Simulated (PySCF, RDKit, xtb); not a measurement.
**CH2Si: from the formula to a structure, part 1 of 2**

Given the formula CH2Si and nothing else, which arrangement of the atoms is the most stable in the gas at 298.15 K, and what are its properties?

The funnel: GFN2-xTB relaxations, single points with a density functional, relaxations at PBE0-D3(BJ)/def2-SVP, harmonic vibrations (at GFN2-xTB), and a last energy at a higher level. All values are calculated.

1 further run of the same task is left out (set aside as unsound or not needed).

## 1. Candidates

All bonding patterns within simple valence rules are listed by program: one Lewis structure each, at most two rings and one unusual centre or charged pair. O–O, O–halogen and N–halogen bonds and N–N–N chains are not drawn. That gives 5 candidates.

```csv
label,SMILES,spin
c097,[C]=[SiH2],triplet
c327,[C]=[SiH2],singlet
c331,C=[Si],triplet
c751,C#[SiH],singlet
c829,C=[Si],singlet
```

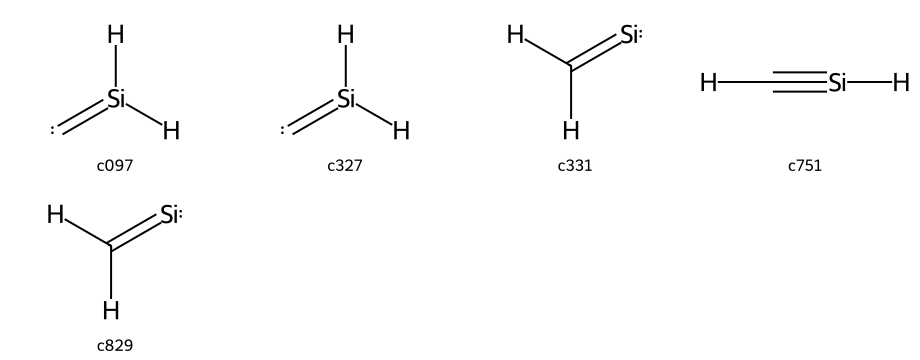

Structural formulas of the candidates.

Candidates are built by distance geometry, with a force field where one applies, in up to four conformers (letters a to d). 16 starts with atoms placed at random are added, to find patterns that the rules miss.

## 2. Search with GFN2-xTB

All 23 starts are relaxed the same way. One of them, c327a (enumerated, embedded by distance geometry and MMFF94), in full:

File start.xyz:

```xyz
4
c327a
C     -1.786849     1.012651    -0.663373
Si    -0.238931     1.992428    -0.879695
H      0.837401     1.167482    -1.515164
H      0.275667     2.410273     0.431592
```

Command:

```console
xtb start.xyz --gfn 2 --opt
```

The program printed, shortened:

```text
* xtb version 6.7.1
[...]
          :  # basis functions                  16          :
[...]
          :  # electrons                        10          :
[...]
          :  Hamiltonian                  GFN2-xTB          :
[...]
          :  net charge                          0          :
          :  unpaired electrons                  0          :
[...]
   *** convergence criteria satisfied after 16 iterations ***
[...]
   *** GEOMETRY OPTIMIZATION CONVERGED AFTER 7 ITERATIONS ***
[...]
   *** convergence criteria satisfied after 3 iterations ***
[...]
         ::                     SUMMARY                     ::
         :::::::::::::::::::::::::::::::::::::::::::::::::::::
         :: total energy              -4.672710195898 Eh    ::
         :: gradient norm              0.000586311077 Eh/a0 ::
         :: HOMO-LUMO gap              0.080846954353 eV    ::
         ::.................................................::
         :: SCC energy                -4.722361442104 Eh    ::
         :: -> isotropic ES           -0.001784598895 Eh    ::
         :: -> anisotropic ES          0.001246265821 Eh    ::
         :: -> anisotropic XC         -0.006195317876 Eh    ::
         :: -> dispersion             -0.001597539513 Eh    ::
         :: repulsion energy           0.049651246206 Eh    ::
         :: add. restraining           0.000000000000 Eh    ::
         :: total charge               0.000000000000 e     ::
         :::::::::::::::::::::::::::::::::::::::::::::::::::::
[...]
         5        1.6538           -0.3426044              -9.3227 (HOMO)
         6        0.3462           -0.3396334              -9.2419 (LUMO)
[...]
     #   Z          covCN         q      C6AA      α(0)
     1   6          0.886    -0.225    42.795    10.933
     2  14          2.724     0.386   179.941    29.460
     3   1          0.919    -0.079     4.891     3.459
     4   1          0.919    -0.081     4.957     3.482
[...]
     #   Z sym  total        # sym  WBO       # sym  WBO       # sym  WBO
 ---------------------------------------------------------------------------
     1   6      1.934 --     2      1.817
     2  14      3.597 --     1      1.817     3      0.890     4      0.889
     3   1      0.982 --     2      0.890
     4   1      0.981 --     2      0.889
 ---------------------------------------------------------------------------
[...]
molecular dipole:
                 x           y           z       tot (Debye)
 q only:        0.455       0.145       0.017
   full:        1.271       0.414       0.059       3.400
molecular quadrupole (traceless):
[...]
          | TOTAL ENERGY               -4.672710195898 Eh   |
          | GRADIENT NORM               0.000586311077 Eh/α |
          | HOMO-LUMO GAP               0.080846954353 eV   |
           -------------------------------------------------
[...]
```

It took 0.034 s on 2 threads of Arm Neoverse V1, shared host.

## 3. What the search left

23 of the 23 relaxations converged; the search merged 18 into others by its test of bonds and energy. 5 distinct structures remain:

```csv
label,start,SMILES after,spin,energy (kcal/mol)
c580,random and drawn,C=[Si],singlet,0.0
c694,random and drawn,C#[SiH],singlet,20.5
c331a,drawn,C=[Si],triplet,51.3
c635,random and drawn,[C]=[SiH2],singlet,63.3
c097a,drawn,[C]=[SiH2],triplet,66.9
```

GFN2-xTB has no spin polarisation, so it can't rank spin states and is rough for open shells.

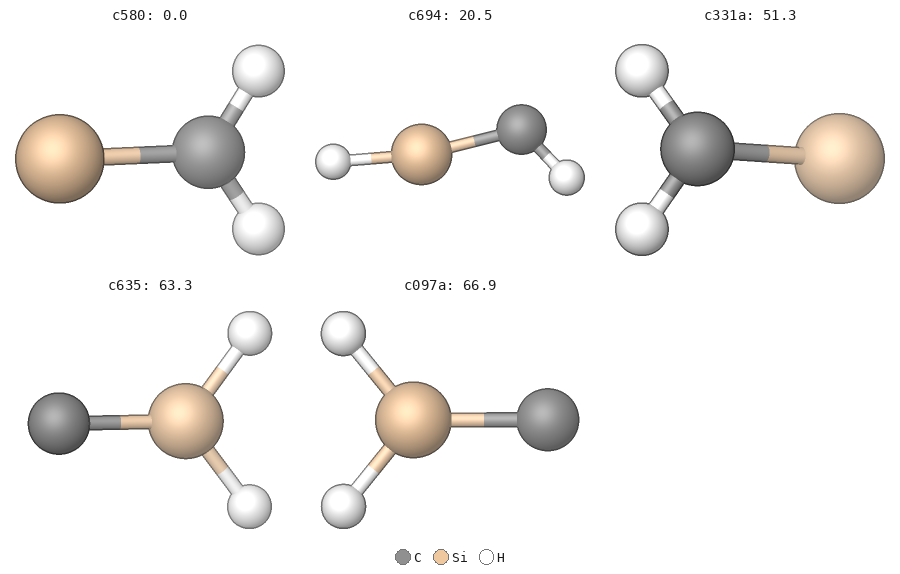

The 5 lowest minima that did not fall apart, with their GFN2-xTB energies in kcal/mol.

## 4. Screening with a density functional

A choice of the minima (the low ones first, few conformers of a pattern, up to a cap) and the lowest that fell apart get a single point at r2SCAN-D4/def2-SVP on the tight-binding geometry, and one at HF/STO-3G for comparison. Some singlets are also tried as triplets at the same geometry (label ending in t). The first, c580:

File job.py:

```python
# C=[Si]
from pyscf import gto, dft

mol = gto.M(
    atom=[
    ('C', (-0.173891, 0.674899, 0.358723)),
    ('Si', (1.054016, -0.580132, 0.269891)),
    ('H', (-0.840597, 0.792087, 1.202314)),
    ('H', (-0.334417, 1.402987, -0.424858)),
],
    basis='def2-svp',
    max_memory=3720,
    verbose=3,
)

mf = dft.RKS(mol, xc='r2scan')
mf = mf.density_fit(auxbasis='def2-universal-jkfit')
mf.conv_tol = 1e-09
mf.max_cycle = 100
mf.grids.level = 3
mf.disp = 'd4'
mf.kernel()
if not mf.converged:
    mf = mf.newton().run(mf.mo_coeff, mf.mo_occ)

energy = mf.e_tot
print(f'total energy: {energy:.8f} hartree')
```

Command:

```console
OMP_NUM_THREADS=2 python job.py
```

The program printed:

```text
converged SCF energy = -328.529062804994
total energy: -328.52906280 hartree
```

It took 1.9 s on 2 threads of Arm Neoverse V1, shared host; peak memory 0.21 GiB.

Relative energies in kcal/mol, each column from its lowest structure that stays in one piece:

```csv
label,SMILES,spin,GFN2-xTB,HF/STO-3G,r2SCAN-D4/def2-SVP
c580,C=[Si],singlet,0.0,0.0,0.0
c331a,C=[Si],triplet,51.3,8.0,35.6
c694,C#[SiH],singlet,20.5,90.0,51.5
c635,[C]=[SiH2],singlet,63.3,87.8,93.4
c694t,C#[SiH],triplet,–,–,93.6
```

1 screening run gave no result.

## 5. Third filter: density-functional geometries

3 candidates are relaxed at PBE0-D3(BJ)/def2-SVP (chosen among the lowest in one piece, with other spins of them). The first, c580:

File mol.xyz:

```xyz
4
CH2Si
C     -0.173891     0.674899     0.358723
Si     1.054016    -0.580132     0.269891
H     -0.840597     0.792087     1.202314
H     -0.334417     1.402987    -0.424858
```

File calc.py:

```python
from pyscf import gto, dft
from pyscf.geomopt.geometric_solver import kernel as optimise

system = gto.Mole()
system.atom = 'mol.xyz'
system.basis = 'def2-svp'
system.verbose = 3
system.max_memory = 3720
system.spin = 0
system.build()

calc0 = dft.RKS(system, xc='pbe0')
calc0 = calc0.density_fit(auxbasis='def2-universal-jkfit')
calc0.grids.level = 3
calc0.disp = 'd3bj'
calc0.conv_tol = 1e-09
calc0.max_cycle = 100
converged, mol_eq = optimise(calc0, maxsteps=120, convergence_set='GAU')
print('converged:', converged)
print(mol_eq.tostring())

calc0.reset(mol_eq)
system = mol_eq
calc0.kernel()
if not calc0.converged:
    calc0 = calc0.newton().run(calc0.mo_coeff, calc0.mo_occ)
etot = calc0.e_tot
print('E(%s) = %.9f' % ('PBE0', etot))
```

Command:

```console
OMP_NUM_THREADS=2 python calc.py
```

The program printed:

```text
#|     Arguments passed to driver run_optimizer():      |#
convergence_set           GAU
maxiter                   120
----------------------------------------------------------
Custom engine selected.
Bonds will be generated from interatomic distances less than 1.20 times sum of covalent radii
12 internal coordinates being used (instead of 12 Cartesians)
Internal coordinate system (atoms numbered from 1):
Distance 1-2
Distance 1-3
Distance 1-4
Angle 2-1-4
Angle 3-1-4
Out-of-Plane 1-2-3-4
Translation-X 1-4
Translation-Y 1-4
Translation-Z 1-4
Rotation-A 1-4
Rotation-B 1-4
Rotation-C 1-4
> ===== Optimization Info: ====
> Job type: Energy minimization
> Maximum number of optimization cycles: 120
> Initial / maximum trust radius (Angstrom): 0.100 / 0.300
> Convergence Criteria:
> Will converge when all 5 criteria are reached:
>  |Delta-E| < 1.00e-06
>  RMS-Grad  < 3.00e-04
>  Max-Grad  < 4.50e-04
>  RMS-Disp  < 1.20e-03
>  Max-Disp  < 1.80e-03
> === End Optimization Info ===

Geometry optimization cycle 1
Cartesian coordinates (Angstrom)
 Atom        New coordinates             dX        dY        dZ
   C  -0.173891   0.674899   0.358723    0.000000  0.000000  0.000000
  Si   1.054016  -0.580132   0.269891    0.000000  0.000000  0.000000
   H  -0.840597   0.792087   1.202314    0.000000  0.000000  0.000000
   H  -0.334417   1.402987  -0.424858    0.000000  0.000000  0.000000

WARN: Mole.unit (angstrom) is changed to Bohr

converged SCF energy = -328.412754785203
--------------- DFRKS_Scanner gradients ---------------
         x                y                z
0 C    -0.0280603612     0.0286832155     0.0020552516
1 Si     0.0186370843    -0.0190504906    -0.0013608677
2 H     0.0078001558    -0.0010940510    -0.0102641143
3 H     0.0016239618    -0.0085362402     0.0095756245
----------------------------------------------
cycle 1: E = -328.412754785  dE = -328.413  norm(grad) = 0.0515852
Step    0 : Gradient = 2.579e-02/4.018e-02 (rms/max) Energy = -328.4127547852
Hessian Eigenvalues: 4.50000e-02 5.00000e-02 5.00000e-02 ... 2.97207e-01 3.58005e-01 3.58007e-01

Geometry optimization cycle 2
Cartesian coordinates (Angstrom)
 Atom        New coordinates             dX        dY        dZ
   C  -0.162603   0.663732   0.356900    0.011288 -0.011167 -0.001823
  Si   1.031637  -0.558018   0.272862   -0.022379  0.022114  0.002971
   H  -0.839205   0.779875   1.217316    0.001392 -0.012212  0.015002
   H  -0.324754   1.404149  -0.441257    0.009663  0.001162 -0.016399
converged SCF energy = -328.414397488622
--------------- DFRKS_Scanner gradients ---------------
         x                y                z
0 C    -0.0001020927     0.0000591392     0.0000587234
1 Si    -0.0006525618     0.0006602040     0.0000544836
2 H     0.0001566295    -0.0006895802     0.0007486045
3 H     0.0005973613    -0.0000256024    -0.0008519337
----------------------------------------------
cycle 2: E = -328.414397489  dE = -0.0016427  norm(grad) = 0.00173948
Step    1 : Displace = 2.233e-02/3.161e-02 (rms/max) Trust = 1.000e-01 (=) Grad = 8.697e-04/1.041e-03 (rms/max) E (change) = -328.4143974886 (-1.643e-03) Quality = 0.985
Hessian Eigenvalues: 4.50001e-02 4.99996e-02 5.00000e-02 ... 3.05018e-01 3.57969e-01 3.62544e-01

Geometry optimization cycle 3
Cartesian coordinates (Angstrom)
 Atom        New coordinates             dX        dY        dZ
   C  -0.161595   0.661421   0.358677    0.001007 -0.002310  0.001777
  Si   1.034879  -0.559641   0.270320    0.003242 -0.001623 -0.002542
   H  -0.842398   0.785349   1.214084   -0.003193  0.005474 -0.003232
   H  -0.325783   1.402439  -0.437665   -0.001030 -0.001711  0.003593
converged SCF energy = -328.414412541088
--------------- DFRKS_Scanner gradients ---------------
         x                y                z
0 C    -0.0002625584     0.0003512517    -0.0000821064
1 Si     0.0000709689    -0.0000522438    -0.0000434240
2 H     0.0000062241    -0.0001296869     0.0001761453
3 H     0.0001852549    -0.0001662560    -0.0000409634
----------------------------------------------
cycle 3: E = -328.414412541  dE = -1.50525e-05  norm(grad) = 0.000565889
Step    2 : Displace = 4.906e-03/6.846e-03 (rms/max) Trust = 1.414e-01 (+) Grad = 2.829e-04/4.462e-04 (rms/max) E (change) = -328.4144125411 (-1.505e-05) Quality = 1.156
Hessian Eigenvalues: 4.50047e-02 4.99335e-02 5.00000e-02 ... 3.15548e-01 3.56518e-01 3.73300e-01

Geometry optimization cycle 4
Cartesian coordinates (Angstrom)
 Atom        New coordinates             dX        dY        dZ
   C  -0.161204   0.660691   0.358747    0.000391 -0.000730  0.000069
  Si   1.035325  -0.559995   0.270359    0.000446 -0.000354  0.000040
   H  -0.842842   0.786419   1.212985   -0.000443  0.001071 -0.001099
   H  -0.326171   1.402294  -0.437170   -0.000387 -0.000144  0.000495
converged SCF energy = -328.414413263729
--------------- DFRKS_Scanner gradients ---------------
         x                y                z
0 C    -0.0000665541     0.0000143681     0.0000740382
1 Si     0.0000035429     0.0000204895    -0.0000381498
2 H     0.0000191874    -0.0000046751    -0.0000114810
3 H     0.0000436904    -0.0000271323    -0.0000147346
----------------------------------------------
cycle 4: E = -328.414413264  dE = -7.22641e-07  norm(grad) = 0.000124053
Step    3 : Displace = 9.475e-04/1.271e-03 (rms/max) Trust = 2.000e-01 (+) Grad = 6.203e-05/1.006e-04 (rms/max) E (change) = -328.4144132637 (-7.226e-07) Quality = 1.063
Hessian Eigenvalues: 4.50047e-02 4.99335e-02 5.00000e-02 ... 3.15548e-01 3.56518e-01 3.73300e-01
Converged! =D

converged: True
C          -0.16120423        0.66069107        0.35874653
Si          1.03532494       -0.55999513        0.27035909
H          -0.84284168        0.78641914        1.21298516
H          -0.32617061        1.40229427       -0.43716967
converged SCF energy = -328.414413263729
E(PBE0) = -328.414413264
```

It took 4.8 s on 2 threads of Arm Neoverse V1, shared host; peak memory 0.4 GiB.

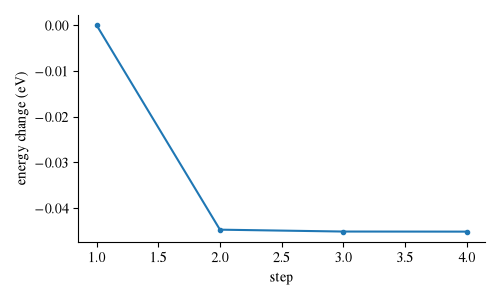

Energy along the run, all evaluated steps.

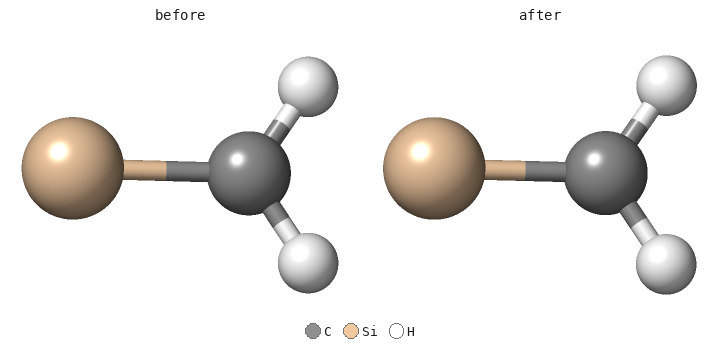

Before and after, at one scale.

After the run. Bond lengths: C1–Si2 1.712 Å, C1–H3 1.100 Å, C1–H4 1.100 Å. Angles: Si2–C1–H3 123.7°, Si2–C1–H4 123.2°, H3–C1–H4 113.1°.

## 6. Ranking at PBE0-D3(BJ)/def2-SVP

```csv
label,spin,r2SCAN-D4/def2-SVP (kcal/mol),"PBE0-D3(BJ)/def2-SVP, relaxed (kcal/mol)",time
c580,singlet,0.0,0.0,4.8 s
c331a,triplet,35.6,32.3,21 s
c694,singlet,51.5,42.3,9.9 s
```

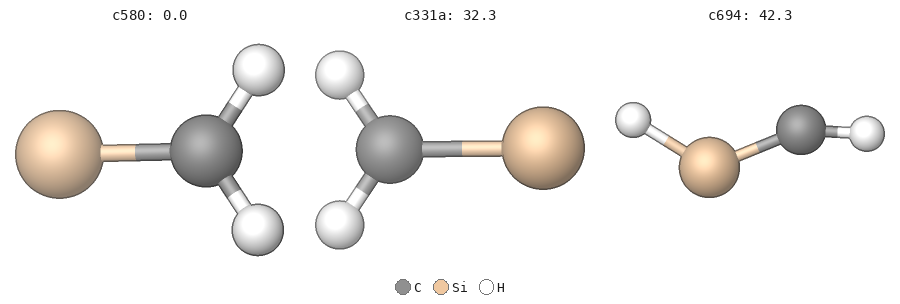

The relaxed structures, with energies at PBE0-D3(BJ)/def2-SVP in kcal/mol.

## 7. Harmonic analysis of the finalists

The lowest few go on as finalists. In this search the thermal terms come from GFN2-xTB at its own nearest minimum. The first, c580:

File start.xyz:

```xyz
4
c580
C     -0.161204     0.660691     0.358747
Si     1.035325    -0.559995     0.270359
H     -0.842842     0.786419     1.212985
H     -0.326171     1.402294    -0.437170
```

Command:

```console
xtb start.xyz --gfn 2 --ohess tight
```

The program printed, shortened:

```text
* xtb version 6.7.1
[...]
          :  # basis functions                  16          :
[...]
          :  # electrons                        10          :
[...]
          :  Hamiltonian                  GFN2-xTB          :
[...]
          :  net charge                          0          :
          :  unpaired electrons                  0          :
[...]
   *** convergence criteria satisfied after 13 iterations ***
[...]
   *** GEOMETRY OPTIMIZATION CONVERGED AFTER 7 ITERATIONS ***
[...]
   *** convergence criteria satisfied after 3 iterations ***
[...]
         ::                     SUMMARY                     ::
         :::::::::::::::::::::::::::::::::::::::::::::::::::::
         :: total energy              -4.773642789103 Eh    ::
         :: gradient norm              0.000321713510 Eh/a0 ::
         :: HOMO-LUMO gap              2.186831469035 eV    ::
         ::.................................................::
         :: SCC energy                -4.841465213190 Eh    ::
         :: -> isotropic ES            0.006119783886 Eh    ::
         :: -> anisotropic ES          0.003344974015 Eh    ::
         :: -> anisotropic XC         -0.010883644517 Eh    ::
         :: -> dispersion             -0.001430596531 Eh    ::
         :: repulsion energy           0.067822424087 Eh    ::
         :: add. restraining           0.000000000000 Eh    ::
         :: total charge               0.000000000000 e     ::
         :::::::::::::::::::::::::::::::::::::::::::::::::::::
[...]
         5        2.0000           -0.2954190              -8.0388 (HOMO)
         6                         -0.2150546              -5.8519 (LUMO)
[...]
     #   Z          covCN         q      C6AA      α(0)
     1   6          2.737    -0.274    35.488     9.754
     2  14          0.886     0.264   230.847    33.017
     3   1          0.925     0.005     2.979     2.699
     4   1          0.925     0.005     2.979     2.699
[...]
molecular dipole:
                 x           y           z       tot (Debye)
 q only:        0.606      -0.620      -0.044
   full:        0.452      -0.465      -0.034       1.649
molecular quadrupole (traceless):
[...]
          | TOTAL ENERGY               -4.773642789101 Eh   |
          | TOTAL ENTHALPY             -4.747363027637 Eh   |
          | TOTAL FREE ENERGY          -4.773915932062 Eh   |
          | GRADIENT NORM               0.000321645132 Eh/α |
[...]
```

It took 0.042 s on 2 threads of Arm Neoverse V1, shared host.

## 8. Zero-point energy and free-energy terms

As xtb prints them, at 298.15 K, with its own treatment of low modes:

```csv
label,SMILES,spin,lowest mode (cm⁻¹),zero-point (kcal/mol),G − E (kcal/mol)
c580,C=[Si],singlet,532,13.9,-0.2
c331a,[CH2][Si] ‡,triplet,685,13.8,-0.8
c694,C#[SiH],singlet,497,12.0,-2.3
```

‡ marks the bonded skeleton alone, with all bonds drawn single: no Lewis structure was assigned that passes a check against the bond lengths.

## 9. Energies at the top level

Each finalist gets a single point at CCSD(T)/def2-TZVPP.

c580, CCSD(T)/def2-TZVPP:

File input.py:

```python
from pyscf import gto, cc

mol = gto.M(
    atom='''
C     -0.161204     0.660691     0.358747
Si     1.035325    -0.559995     0.270359
H     -0.842842     0.786419     1.212985
H     -0.326171     1.402294    -0.437170
''',
    verbose=3,
    basis='def2-tzvpp',
    charge=0,
    spin=0,
    max_memory=3720,
)

mf = mol.RHF()
mf.conv_tol = 1e-09
mf.max_cycle = 100
mf.kernel()
if not mf.converged:
    mf = mf.newton().run(mf.mo_coeff, mf.mo_occ)

mycc = cc.CCSD(mf, frozen=6)
mycc.kernel()
e_t = mycc.ccsd_t()
etot = mycc.e_tot + e_t
print('Final energy', etot)
```

Command:

```console
OMP_NUM_THREADS=2 python input.py
```

The program printed:

```text
converged SCF energy = -327.896762740632
E(CCSD) = -328.1838783539563  E_corr = -0.287115613324373
CCSD(T) correction = -0.0144126530822956
Final energy -328.19829100703856
```

Wall time 11 s (2 threads of Arm Neoverse V1, shared host); peak memory 0.58 GiB.

## 10. c331a at CCSD(T)/def2-TZVPP

File calc.py:

```python
from pyscf import gto, scf, cc

system = gto.M(
    atom='C -0.222687 1.611452 -0.808487; Si -0.148899 2.360100 0.909542; H 0.662765 1.425465 -1.437315; H -1.156963 1.306377 -1.306611',
    charge=0,
    verbose=3,
    basis='def2-tzvpp',
    spin=2,
    max_memory=3720,
)

mf = scf.UHF(system)
mf.max_cycle = 100
mf.conv_tol = 1e-09
mf.kernel()
if not mf.converged:
    mf = mf.newton().run(mf.mo_coeff, mf.mo_occ)
for _ in range(3):
    mo, _, stable, _ = mf.stability(return_status=True)
    if stable:
        break
    mf.kernel(mf.make_rdm1(mo, mf.mo_occ))

mycc = cc.CCSD(mf, frozen=6)
mycc.kernel()
e_t = mycc.ccsd_t()
energy = mycc.e_tot + e_t
print('E(%s) = %.9f' % ('CCSD(T)', energy))
```

Command:

```console
OMP_NUM_THREADS=2 python calc.py
```

The program printed:

```text
WARN: HOMO -0.0505710790823528 >= LUMO -0.186990530778811

converged SCF energy = -327.876764677432  <S^2> = 2.0392243  2S+1 = 3.0260365
<class 'pyscf.scf.uhf.UHF'> wavefunction is stable in the internal stability analysis
E(UCCSD) = -328.1282959404706  E_corr = -0.2515312630389134
UCCSD(T) correction = -0.00975206620283099
E(CCSD(T)) = -328.138048007
```

It took 49 s on 2 threads of Arm Neoverse V1, shared host; peak memory 3.8 GiB.

## 11. Free energies and the winner

Energies in kcal/mol from c580; G adds the thermal terms to the CCSD(T)/def2-TZVPP energy. The columns left of the relaxed level are at the tight-binding geometries.

```csv
label,SMILES,spin,HF/STO-3G,r2SCAN-D4/def2-SVP,PBE0-D3(BJ)/def2-SVP,HF/def2-TZVPP,MP2/def2-TZVPP,CCSD(T)/def2-TZVPP,G,share at equilibrium,T1
c580,C=[Si],singlet,0.0,0.0,0.0,0.0,0.0,0.0,0.0,100.0 %,0.016
c694,C#[SiH],singlet,90.0,51.5,42.3,50.2,41.1,35.7,33.6,< 0.1 %,0.056
c331a,[CH2][Si] ‡,triplet,8.0,35.6,32.3,12.5,40.3,37.8,37.2,< 0.1 %,0.020
```

‡ marks the bonded skeleton alone, with all bonds drawn single: no Lewis structure was assigned that passes a check against the bond lengths.

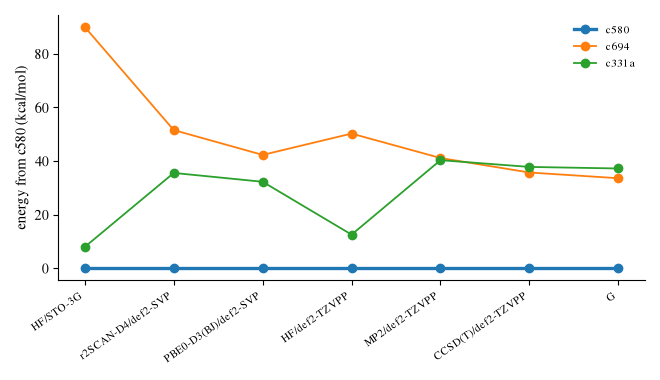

The finalists at each level, measured from c580.

Lowest found: c580, `C=[Si]`, a singlet. Bond lengths: C1–Si2 1.712 Å, C1–H3 1.100 Å, C1–H4 1.100 Å. Angles: Si2–C1–H3 123.7°, Si2–C1–H4 123.2°, H3–C1–H4 113.1°.

```xyz
4

C    -0.1612    0.6607    0.3587
Si    1.0353   -0.5600    0.2704
H    -0.8428    0.7864    1.2130
H    -0.3262    1.4023   -0.4372
```

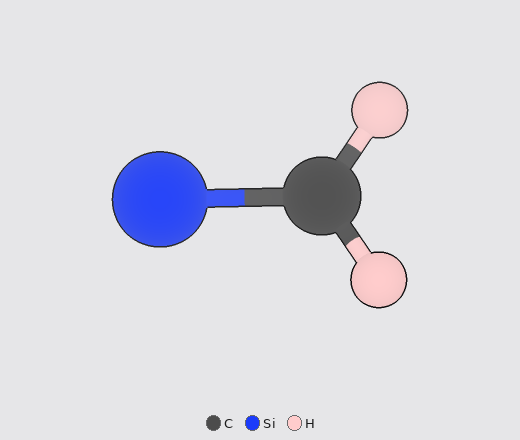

The lowest structure found, seen from a chosen angle (carbon dark grey, silicon blue, hydrogen pink).

(Continued in part 2 of 2.)
